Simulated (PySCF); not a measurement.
Geometry relaxation of CH$_{3}$Cl$_{2}$GeO

- system: CH$_{3}$Cl$_{2}$GeO, multiplicity 2, SMILES [CH2][Ge]([OH])([Cl])[Cl]
- method: PBE0-D3(BJ)/def2-SVP geometry optimisation, gas phase (PySCF 2.14.0)

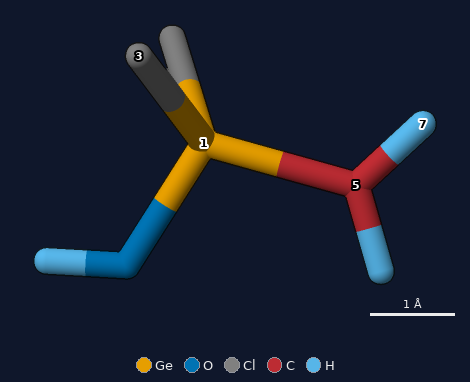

Fig. 1: The starting structure (stick view, seen at a tilt; atoms are numbered from 1 in the order of the input). Sticks mark near contacts. Bond lengths as drawn: Cl–Ge 2.13 to 2.15 Å, C–Ge 1.89 Å, C–H 1.06 to 1.09 Å, Ge–O 1.74 Å and H–O 0.96 Å.

Input file:
```
{"job": {"xc": "PBE0", "basis": "def2-SVP", "d3": "d3bj", "grid": 2, "kind": "geom", "shake": 0.01}, "charge": 0, "multiplicity": 2}
Ge    -0.282915     0.290359     0.145109
O     -1.359871    -0.962913    -0.413615
Cl    -0.770356     0.697315     2.177633
Cl    -0.738784     2.081944    -0.958670
C      1.481308    -0.315600    -0.156683
H     -2.304282    -0.832158    -0.352819
H      2.349492     0.284086     0.114200
H      1.671485    -1.271587    -0.583055
```

The first line tells a small driver script what to run in PySCF; the rest is the geometry in Å.

Launched with:
```bash
OMP_NUM_THREADS=1 python <driver script> task.json out
```

What the program printed:
```
step   0  E = -3111.27533136  max force = 0.020530
step   1  E = -3111.27661873  max force = 0.006958
step   2  E = -3111.27701700  max force = 0.003525
step   3  E = -3111.27716462  max force = 0.001613
step   4  E = -3111.27719097  max force = 0.000610
step   5  E = -3111.27719890  max force = 0.000243
optimisation converged
```

Trajectory as extended XYZ (Å, eV, eV/Å), 6 frames, from step=0 to step=5:
```
8
Properties=species:S:1:pos:R:3:forces:R:3 step=0 energy=-84662.11406
Ge   -0.2829    0.2904    0.1451   -0.2524  -0.0320  -0.4021
O    -1.3599   -0.9629   -0.4136    0.3784  -0.5409  -0.2464
Cl   -0.7704    0.6973    2.1776    0.0497   0.1521   0.3948
Cl   -0.7388    2.0819   -0.9587    0.0774   0.0887   0.0375
C     1.4813   -0.3156   -0.1567   -0.0491   0.9887   0.5263
H    -2.3043   -0.8322   -0.3528   -0.3240   0.2631   0.1209
H     2.3495    0.2841    0.1142    0.0535   0.1360   0.0490
H     1.6715   -1.2716   -0.5831    0.0664  -1.0557  -0.4801
8
Properties=species:S:1:pos:R:3:forces:R:3 step=1 energy=-84662.14909
Ge   -0.3453    0.2700    0.0651    0.0169  -0.0055   0.3578
O    -1.3605   -1.0256   -0.5651    0.0421   0.2225   0.1238
Cl   -0.9699    0.8125    2.0714   -0.0411  -0.0606  -0.2277
Cl   -0.6107    2.0521   -1.1097   -0.0048  -0.0181  -0.0293
C     1.4465   -0.3382    0.1368   -0.0463  -0.1979  -0.3029
H    -2.2982   -0.8021   -0.5067    0.0107  -0.0634  -0.0477
H     2.2735    0.2911    0.4697   -0.0152   0.0476   0.0508
H     1.6730   -1.3413   -0.2438    0.0377   0.0754   0.0752
8
Properties=species:S:1:pos:R:3:forces:R:3 step=2 energy=-84662.15992
Ge   -0.3387    0.2711    0.0780   -0.0039  -0.0569   0.1813
O    -1.3590   -1.0132   -0.5511   -0.0417   0.0592   0.0439
Cl   -0.9871    0.8105    2.0673   -0.0170  -0.0127  -0.0909
Cl   -0.6038    2.0464   -1.1072    0.0206   0.0130  -0.0193
C     1.4488   -0.3513    0.1219   -0.0407   0.0518  -0.1384
H    -2.2980   -0.7950   -0.5053    0.0144  -0.0364  -0.0328
H     2.2551    0.3017    0.4628    0.0459  -0.0448   0.0172
H     1.6913   -1.3518   -0.2486    0.0224   0.0269   0.0390
8
Properties=species:S:1:pos:R:3:forces:R:3 step=3 energy=-84662.16394
Ge   -0.3377    0.2723    0.0919    0.0023  -0.0250   0.0293
O    -1.3597   -1.0075   -0.5376   -0.0092  -0.0418   0.0010
Cl   -1.0079    0.8146    2.0647   -0.0093   0.0136   0.0252
Cl   -0.5987    2.0428   -1.1035    0.0239   0.0217  -0.0123
C     1.4520   -0.3472    0.1097   -0.0051   0.0830  -0.0343
H    -2.3006   -0.7976   -0.5092    0.0094   0.0084  -0.0085
H     2.2701    0.2904    0.4543   -0.0116  -0.0126   0.0061
H     1.6911   -1.3493   -0.2527   -0.0004  -0.0474  -0.0065
8
Properties=species:S:1:pos:R:3:forces:R:3 step=4 energy=-84662.16466
Ge   -0.3386    0.2721    0.0975   -0.0189  -0.0060  -0.0085
O    -1.3592   -1.0093   -0.5321    0.0071  -0.0314   0.0045
Cl   -1.0117    0.8189    2.0679   -0.0027   0.0086   0.0195
Cl   -0.5901    2.0428   -1.1021    0.0127   0.0074  -0.0002
C     1.4505   -0.3454    0.1037    0.0202   0.0229  -0.0145
H    -2.2999   -0.7990   -0.5122   -0.0047   0.0137  -0.0048
H     2.2701    0.2887    0.4503   -0.0042  -0.0023   0.0039
H     1.6873   -1.3504   -0.2552   -0.0095  -0.0130   0.0001
8
Properties=species:S:1:pos:R:3:forces:R:3 step=5 energy=-84662.16487
Ge   -0.3398    0.2716    0.1003   -0.0055   0.0049  -0.0125
O    -1.3600   -1.0116   -0.5276    0.0033  -0.0086   0.0092
Cl   -1.0118    0.8234    2.0706    0.0019   0.0004   0.0018
Cl   -0.5828    2.0429   -1.1013    0.0005  -0.0022   0.0039
C     1.4497   -0.3449    0.0996    0.0122  -0.0063  -0.0009
H    -2.3001   -0.7973   -0.5152   -0.0037   0.0081  -0.0048
H     2.2705    0.2868    0.4473   -0.0019   0.0013   0.0008
H     1.6829   -1.3524   -0.2560   -0.0068   0.0024   0.0024
```

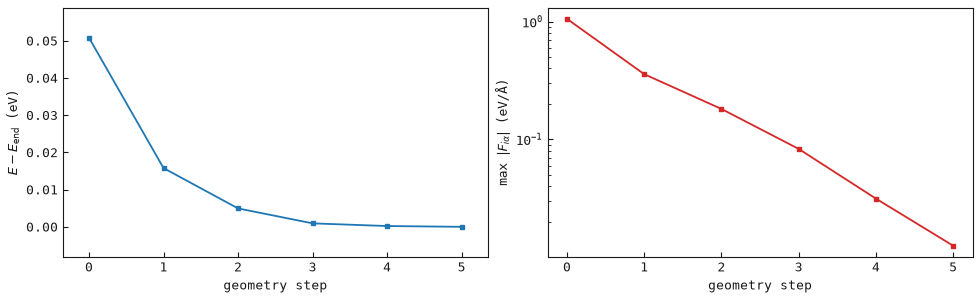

Fig. 2: Progress of the relaxation, step by step (steps are counted from 0).

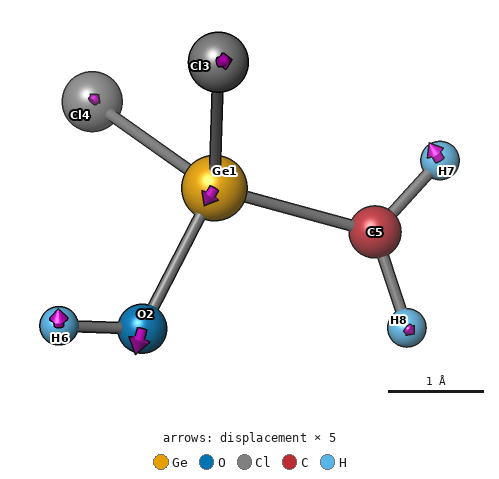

Fig. 3: The starting structure with the displacements as pink arrows, magnified 5 times (ball-and-stick view, seen at a tilt). The two geometries are laid on each other by the best rigid fit. Over 5 geometry steps the energy falls by 0.051 eV. Largest force component: 1.1 eV/Å at the start, 0.013 eV/Å at the end. The largest move after the best rigid fit is that of O2, 0.060 Å. By element the largest moves are O 0.060 Å, H 0.047 Å, Ge 0.046 Å, Cl 0.035 Å, C 0.015 Å. Distances before and after: C5–H8 1.064 → 1.094 Å, Ge1–Cl3 2.129 → 2.154 Å, Ge1–O2 1.744 → 1.755 Å, O2–H6 0.955 → 0.964 Å. Among the angles that change: Ge1–O2–H6 119.4° → 113.6°, Cl3–Ge1–C5 115.3° → 112.3°. (Atoms are counted from 1 in the order of the input.)

Key numbers:

- outcome: converged
- total energy: −3111.277199 hartree
- ⟨S²⟩: 0.754
- dipole moment: 1.24 D
- point group: C1
- hardware: 1 CPU thread, shared host
- wall time: 67 s
- peak memory: 0.56 GiB
